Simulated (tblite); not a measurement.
**C₄H₈Si: geometry relaxation (part 3 of 3)**

Continued. System: C₄H₈Si, SMILES CC#C[SiH2]C. Method: GFN2-xTB geometry optimisation, gas phase (tblite 0.8.0). It belongs to a series of runs on one base structure; here: constitutional isomer.

Geometry of the input (Å):
```
C  3.0063  -0.4819  0.1496
C  1.5948  -0.0573  0.2541
C  0.4617  0.2785  0.3614
Si -1.3381  0.8249  0.4955
C  -2.4699  -0.2789  -0.4612
H  3.3974  -0.7539  1.1267
H  3.0932  -1.3422  -0.5149
H  3.6190  0.3335  -0.2530
H  -1.4734  2.2130  0.0260
H  -1.7508  0.7978  1.9362
H  -2.2157  -0.2670  -1.5342
H  -3.5125  0.0461  -0.3706
H  -2.4163  -1.3122  -0.1119
```

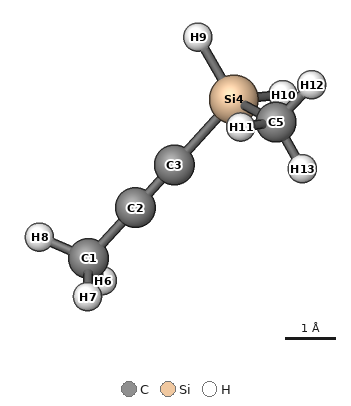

*The geometry at step 40 of the log (ball-and-stick view, seen at a tilt; atoms are numbered from 1 in the order of the input).*

Trajectory as extended XYZ, continued
```
13
Properties=species:S:1:pos:R:3:forces:R:3 step=32 energy=-389.11632
C     2.9604   -0.4759    0.1452   -0.0010   0.0000   0.0040
C     1.5783   -0.0650    0.2568   -0.0040   0.0100   0.0100
C     0.4285    0.2830    0.3544    0.0010   0.0080   0.0050
Si   -1.3182    0.8519    0.5321   -0.0070   0.0000   0.0030
C    -2.4494   -0.2938   -0.4743    0.0030   0.0000   0.0000
H     3.3473   -0.7466    1.1276    0.0000  -0.0080   0.0030
H     3.0461   -1.3364   -0.5182    0.0000   0.0060  -0.0050
H     3.5585    0.3434   -0.2543    0.0040  -0.0090  -0.0130
H    -1.4167    2.2291    0.0279    0.0000   0.0010  -0.0060
H    -1.6839    0.8028    1.9551   -0.0020  -0.0060   0.0000
H    -2.1845   -0.2852   -1.5281   -0.0010   0.0010   0.0020
H    -3.4883    0.0147   -0.3925    0.0040  -0.0050  -0.0040
H    -2.3824   -1.3215   -0.1280    0.0020   0.0030   0.0020
13
Properties=species:S:1:pos:R:3:forces:R:3 step=33 energy=-389.11635
C     2.9597   -0.4762    0.1449    0.0010   0.0000   0.0030
C     1.5779   -0.0651    0.2567   -0.0080   0.0110   0.0110
C     0.4285    0.2839    0.3553   -0.0030   0.0080   0.0030
Si   -1.3184    0.8525    0.5322   -0.0080   0.0050   0.0130
C    -2.4485   -0.2940   -0.4743    0.0050   0.0020   0.0020
H     3.3467   -0.7470    1.1271    0.0020  -0.0100   0.0080
H     3.0453   -1.3366   -0.5185    0.0000   0.0010  -0.0080
H     3.5577    0.3428   -0.2547    0.0080  -0.0050  -0.0150
H    -1.4173    2.2299    0.0281    0.0010  -0.0030  -0.0050
H    -1.6847    0.8033    1.9556    0.0000  -0.0060  -0.0080
H    -2.1828   -0.2850   -1.5277   -0.0010   0.0000  -0.0030
H    -3.4876    0.0136   -0.3932    0.0010  -0.0030  -0.0030
H    -2.3808   -1.3215   -0.1278    0.0030  -0.0010   0.0020
13
Properties=species:S:1:pos:R:3:forces:R:3 step=34 energy=-389.11640
C     2.9586   -0.4768    0.1444    0.0020   0.0000   0.0020
C     1.5772   -0.0649    0.2566   -0.0090   0.0120   0.0130
C     0.4284    0.2857    0.3569   -0.0090   0.0080   0.0010
Si   -1.3188    0.8535    0.5327   -0.0080   0.0110   0.0240
C    -2.4469   -0.2944   -0.4742    0.0070   0.0050   0.0040
H     3.3456   -0.7479    1.1263    0.0050  -0.0100   0.0110
H     3.0438   -1.3369   -0.5192   -0.0020  -0.0060  -0.0110
H     3.5567    0.3416   -0.2556    0.0120   0.0010  -0.0140
H    -1.4185    2.2312    0.0283    0.0010  -0.0090  -0.0030
H    -1.6860    0.8039    1.9563    0.0020  -0.0040  -0.0170
H    -2.1800   -0.2848   -1.5271    0.0000  -0.0030  -0.0100
H    -3.4864    0.0117   -0.3943   -0.0040  -0.0010  -0.0020
H    -2.3782   -1.3216   -0.1274    0.0030  -0.0050   0.0030
13
Properties=species:S:1:pos:R:3:forces:R:3 step=35 energy=-389.11648
C     2.9567   -0.4778    0.1436    0.0030   0.0000   0.0000
C     1.5760   -0.0641    0.2570   -0.0090   0.0120   0.0140
C     0.4284    0.2893    0.3601   -0.0130   0.0070  -0.0030
Si   -1.3197    0.8556    0.5336   -0.0050   0.0170   0.0320
C    -2.4442   -0.2949   -0.4740    0.0080   0.0070   0.0040
H     3.3440   -0.7497    1.1251    0.0070  -0.0080   0.0120
H     3.0410   -1.3374   -0.5205   -0.0070  -0.0120  -0.0110
H     3.5554    0.3395   -0.2575    0.0160   0.0070  -0.0110
H    -1.4204    2.2332    0.0283    0.0010  -0.0160   0.0000
H    -1.6884    0.8046    1.9571    0.0030  -0.0020  -0.0220
H    -2.1752   -0.2845   -1.5262    0.0000  -0.0060  -0.0170
H    -3.4844    0.0085   -0.3962   -0.0100   0.0030   0.0000
H    -2.3736   -1.3217   -0.1267    0.0050  -0.0100   0.0020
13
Properties=species:S:1:pos:R:3:forces:R:3 step=36 energy=-389.11659
C     2.9544   -0.4791    0.1424    0.0030   0.0010  -0.0030
C     1.5745   -0.0626    0.2578   -0.0050   0.0110   0.0150
C     0.4284    0.2946    0.3646   -0.0130   0.0030  -0.0080
Si   -1.3209    0.8584    0.5353    0.0000   0.0160   0.0290
C    -2.4404   -0.2956   -0.4736    0.0060   0.0080   0.0020
H     3.3421   -0.7523    1.1236    0.0080  -0.0050   0.0050
H     3.0369   -1.3384   -0.5224   -0.0130  -0.0140  -0.0080
H     3.5540    0.3368   -0.2603    0.0160   0.0100  -0.0030
H    -1.4230    2.2354    0.0281    0.0000  -0.0190   0.0040
H    -1.6917    0.8051    1.9578    0.0020   0.0030  -0.0170
H    -2.1691   -0.2842   -1.5251    0.0010  -0.0100  -0.0190
H    -3.4818    0.0043   -0.3986   -0.0110   0.0060   0.0010
H    -2.3678   -1.3220   -0.1259    0.0070  -0.0090   0.0010
13
Properties=species:S:1:pos:R:3:forces:R:3 step=37 energy=-389.11667
C     2.9527   -0.4801    0.1415    0.0010   0.0020  -0.0040
C     1.5734   -0.0609    0.2588    0.0020   0.0090   0.0130
C     0.4285    0.2991    0.3683   -0.0080  -0.0020  -0.0120
Si   -1.3217    0.8608    0.5369    0.0020   0.0070   0.0150
C    -2.4375   -0.2960   -0.4734    0.0030   0.0050  -0.0020
H     3.3409   -0.7544    1.1225    0.0070  -0.0010  -0.0040
H     3.0333   -1.3393   -0.5240   -0.0180  -0.0100  -0.0010
H     3.5534    0.3347   -0.2624    0.0120   0.0050   0.0050
H    -1.4249    2.2367    0.0277   -0.0010  -0.0150   0.0060
H    -1.6944    0.8051    1.9579   -0.0020   0.0070  -0.0030
H    -2.1647   -0.2842   -1.5247    0.0000  -0.0110  -0.0140
H    -3.4799    0.0015   -0.4003   -0.0070   0.0070   0.0020
H    -2.3635   -1.3224   -0.1253    0.0090  -0.0030  -0.0010
13
Properties=species:S:1:pos:R:3:forces:R:3 step=38 energy=-389.11672
C     2.9521   -0.4804    0.1411   -0.0010   0.0020  -0.0030
C     1.5732   -0.0598    0.2597    0.0080   0.0070   0.0110
C     0.4285    0.3013    0.3699   -0.0030  -0.0050  -0.0120
Si   -1.3220    0.8618    0.5378    0.0020  -0.0040   0.0000
C    -2.4363   -0.2961   -0.4733   -0.0010   0.0010  -0.0050
H     3.3407   -0.7554    1.1220    0.0060   0.0010  -0.0100
H     3.0312   -1.3399   -0.5247   -0.0190  -0.0030   0.0040
H     3.5536    0.3339   -0.2633    0.0070   0.0000   0.0080
H    -1.4258    2.2368    0.0274   -0.0020  -0.0070   0.0060
H    -1.6957    0.8049    1.9577   -0.0040   0.0080   0.0090
H    -2.1631   -0.2845   -1.5248   -0.0010  -0.0100  -0.0050
H    -3.4791    0.0006   -0.4007    0.0000   0.0050   0.0020
H    -2.3618   -1.3227   -0.1251    0.0090   0.0030  -0.0020
13
Properties=species:S:1:pos:R:3:forces:R:3 step=39 energy=-389.11676
C     2.9519   -0.4805    0.1408   -0.0010   0.0030  -0.0010
C     1.5732   -0.0588    0.2606    0.0100   0.0060   0.0070
C     0.4286    0.3025    0.3705    0.0020  -0.0070  -0.0110
Si   -1.3221    0.8623    0.5384    0.0000  -0.0130  -0.0110
C    -2.4356   -0.2961   -0.4734   -0.0030  -0.0020  -0.0070
H     3.3409   -0.7560    1.1215    0.0050   0.0010  -0.0130
H     3.0296   -1.3403   -0.5251   -0.0190   0.0040   0.0070
H     3.5541    0.3334   -0.2637    0.0030  -0.0050   0.0080
H    -1.4263    2.2365    0.0273   -0.0030   0.0010   0.0040
H    -1.6965    0.8048    1.9577   -0.0060   0.0090   0.0170
H    -2.1625   -0.2849   -1.5251   -0.0020  -0.0070   0.0020
H    -3.4787    0.0004   -0.4008    0.0060   0.0020   0.0000
H    -2.3607   -1.3228   -0.1251    0.0070   0.0090  -0.0030
13
Properties=species:S:1:pos:R:3:forces:R:3 step=40 energy=-389.11683
C     2.9513   -0.4807    0.1403   -0.0020   0.0030   0.0030
C     1.5732   -0.0573    0.2621    0.0090   0.0050   0.0010
C     0.4286    0.3043    0.3713    0.0080  -0.0090  -0.0080
Si   -1.3224    0.8630    0.5394   -0.0020  -0.0210  -0.0200
C    -2.4345   -0.2961   -0.4736   -0.0040  -0.0050  -0.0070
H     3.3410   -0.7570    1.1205    0.0050   0.0000  -0.0120
H     3.0266   -1.3409   -0.5256   -0.0170   0.0100   0.0080
H     3.5546    0.3326   -0.2642   -0.0020  -0.0100   0.0060
H    -1.4273    2.2363    0.0274   -0.0030   0.0100   0.0030
H    -1.6980    0.8052    1.9580   -0.0060   0.0080   0.0200
H    -2.1611   -0.2857   -1.5255   -0.0030  -0.0020   0.0100
H    -3.4779   -0.0002   -0.4012    0.0130  -0.0020  -0.0010
H    -2.3586   -1.3228   -0.1251    0.0040   0.0120  -0.0030
13
Properties=species:S:1:pos:R:3:forces:R:3 step=41 energy=-389.11691
C     2.9499   -0.4812    0.1394   -0.0010   0.0020   0.0070
C     1.5729   -0.0551    0.2641    0.0050   0.0040  -0.0060
C     0.4284    0.3071    0.3726    0.0120  -0.0100  -0.0040
Si   -1.3230    0.8642    0.5408   -0.0030  -0.0230  -0.0220
C    -2.4321   -0.2964   -0.4740   -0.0030  -0.0080  -0.0050
H     3.3409   -0.7587    1.1186    0.0060  -0.0020  -0.0060
H     3.0216   -1.3419   -0.5264   -0.0150   0.0150   0.0060
H     3.5549    0.3308   -0.2652   -0.0060  -0.0110   0.0020
H    -1.4291    2.2367    0.0278   -0.0030   0.0150   0.0030
H    -1.7006    0.8064    1.9592   -0.0040   0.0080   0.0150
H    -2.1577   -0.2868   -1.5257   -0.0040   0.0030   0.0130
H    -3.4762   -0.0020   -0.4024    0.0160  -0.0060  -0.0030
H    -2.3541   -1.3227   -0.1248   -0.0020   0.0110  -0.0020
13
Properties=species:S:1:pos:R:3:forces:R:3 step=42 energy=-389.11699
C     2.9479   -0.4819    0.1384    0.0010   0.0010   0.0100
C     1.5723   -0.0528    0.2659    0.0010   0.0040  -0.0100
C     0.4280    0.3103    0.3743    0.0100  -0.0090   0.0010
Si   -1.3240    0.8657    0.5423   -0.0020  -0.0150  -0.0140
C    -2.4291   -0.2968   -0.4744    0.0000  -0.0070  -0.0010
H     3.3403   -0.7608    1.1163    0.0080  -0.0040   0.0030
H     3.0157   -1.3427   -0.5275   -0.0130   0.0150   0.0020
H     3.5546    0.3285   -0.2667   -0.0060  -0.0080  -0.0030
H    -1.4315    2.2380    0.0286   -0.0030   0.0140   0.0050
H    -1.7037    0.8083    1.9608    0.0000   0.0070   0.0020
H    -2.1529   -0.2877   -1.5255   -0.0030   0.0070   0.0100
H    -3.4738   -0.0049   -0.4044    0.0130  -0.0070  -0.0040
H    -2.3482   -1.3224   -0.1244   -0.0070   0.0030   0.0000
13
Properties=species:S:1:pos:R:3:forces:R:3 step=43 energy=-389.11703
C     2.9463   -0.4825    0.1377    0.0020   0.0010   0.0090
C     1.5716   -0.0514    0.2668    0.0000   0.0040  -0.0090
C     0.4277    0.3125    0.3758    0.0030  -0.0070   0.0020
Si   -1.3248    0.8668    0.5432    0.0010  -0.0020  -0.0040
C    -2.4267   -0.2973   -0.4746    0.0030  -0.0050   0.0020
H     3.3397   -0.7624    1.1148    0.0080  -0.0050   0.0090
H     3.0114   -1.3431   -0.5284   -0.0110   0.0090  -0.0020
H     3.5539    0.3266   -0.2679   -0.0030  -0.0030  -0.0060
H    -1.4333    2.2394    0.0294   -0.0030   0.0070   0.0070
H    -1.7057    0.8099    1.9621    0.0030   0.0060  -0.0090
H    -2.1490   -0.2880   -1.5251   -0.0020   0.0070   0.0020
H    -3.4719   -0.0076   -0.4061    0.0060  -0.0050  -0.0030
H    -2.3438   -1.3223   -0.1240   -0.0080  -0.0060   0.0010
13
Properties=species:S:1:pos:R:3:forces:R:3 step=44 energy=-389.11706
C     2.9453   -0.4829    0.1375    0.0030   0.0000   0.0060
C     1.5712   -0.0507    0.2670    0.0000   0.0030  -0.0050
C     0.4276    0.3137    0.3768   -0.0030  -0.0040   0.0020
Si   -1.3252    0.8675    0.5436    0.0030   0.0060   0.0020
C    -2.4251   -0.2977   -0.4746    0.0040  -0.0030   0.0030
H     3.3394   -0.7635    1.1141    0.0060  -0.0050   0.0090
H     3.0088   -1.3432   -0.5290   -0.0090   0.0040  -0.0030
H     3.5533    0.3255   -0.2688    0.0000   0.0010  -0.0060
H    -1.4344    2.2405    0.0300   -0.0020   0.0010   0.0080
H    -1.7069    0.8110    1.9627    0.0050   0.0050  -0.0140
H    -2.1465   -0.2880   -1.5247    0.0000   0.0050  -0.0030
H    -3.4705   -0.0094   -0.4073    0.0000  -0.0030  -0.0010
H    -2.3412   -1.3223   -0.1237   -0.0080  -0.0110   0.0010
13
Properties=species:S:1:pos:R:3:forces:R:3 step=45 energy=-389.11709
C     2.9446   -0.4832    0.1375    0.0020   0.0000   0.0020
C     1.5709   -0.0498    0.2671    0.0020   0.0020   0.0010
C     0.4274    0.3147    0.3777   -0.0070  -0.0020   0.0020
Si   -1.3255    0.8681    0.5439    0.0050   0.0110   0.0050
C    -2.4237   -0.2981   -0.4746    0.0040  -0.0020   0.0030
H     3.3393   -0.7645    1.1136    0.0040  -0.0030   0.0070
H     3.0062   -1.3431   -0.5295   -0.0060  -0.0010  -0.0040
H     3.5528    0.3245   -0.2696    0.0030   0.0030  -0.0040
H    -1.4353    2.2414    0.0307   -0.0020  -0.0030   0.0080
H    -1.7078    0.8119    1.9629    0.0050   0.0040  -0.0140
H    -2.1445   -0.2878   -1.5244    0.0020   0.0030  -0.0070
H    -3.4694   -0.0110   -0.4083   -0.0050   0.0000   0.0000
H    -2.3393   -1.3226   -0.1234   -0.0060  -0.0130   0.0010
13
Properties=species:S:1:pos:R:3:forces:R:3 step=46 energy=-389.11712
C     2.9442   -0.4834    0.1376    0.0010   0.0000  -0.0020
C     1.5708   -0.0489    0.2674    0.0030   0.0010   0.0070
C     0.4274    0.3154    0.3785   -0.0080   0.0000   0.0010
Si   -1.3256    0.8686    0.5441    0.0040   0.0110   0.0030
C    -2.4227   -0.2986   -0.4746    0.0020  -0.0010   0.0020
H     3.3397   -0.7654    1.1134    0.0000   0.0000   0.0010
H     3.0037   -1.3430   -0.5300   -0.0010  -0.0040  -0.0020
H     3.5527    0.3237   -0.2703    0.0040   0.0030  -0.0020
H    -1.4362    2.2420    0.0314   -0.0010  -0.0030   0.0070
H    -1.7084    0.8127    1.9627    0.0040   0.0030  -0.0100
H    -2.1432   -0.2877   -1.5243    0.0030   0.0000  -0.0060
H    -3.4685   -0.0120   -0.4089   -0.0070   0.0010   0.0020
H    -2.3382   -1.3230   -0.1233   -0.0040  -0.0110  -0.0010
13
Properties=species:S:1:pos:R:3:forces:R:3 step=47 energy=-389.11713
C     2.9443   -0.4833    0.1378    0.0000   0.0000  -0.0030
C     1.5711   -0.0482    0.2678    0.0030   0.0010   0.0090
C     0.4274    0.3155    0.3787   -0.0040   0.0000   0.0010
Si   -1.3255    0.8688    0.5441    0.0010   0.0050  -0.0010
C    -2.4224   -0.2988   -0.4746   -0.0010  -0.0010   0.0000
H     3.3402   -0.7659    1.1134   -0.0030   0.0010  -0.0030
H     3.0023   -1.3428   -0.5301    0.0020  -0.0030  -0.0010
H     3.5531    0.3234   -0.2706    0.0030   0.0010   0.0000
H    -1.4365    2.2421    0.0318   -0.0010   0.0010   0.0040
H    -1.7086    0.8131    1.9622    0.0030   0.0020  -0.0040
H    -2.1431   -0.2877   -1.5245    0.0030  -0.0010  -0.0010
H    -3.4683   -0.0121   -0.4089   -0.0050   0.0000   0.0020
H    -2.3383   -1.3235   -0.1233   -0.0030  -0.0060  -0.0030
```

Results in brief

- outcome: converged
- total energy: −389.1171 eV
- hardware: 1 CPU thread, shared host
- peak memory: 0.18 GiB
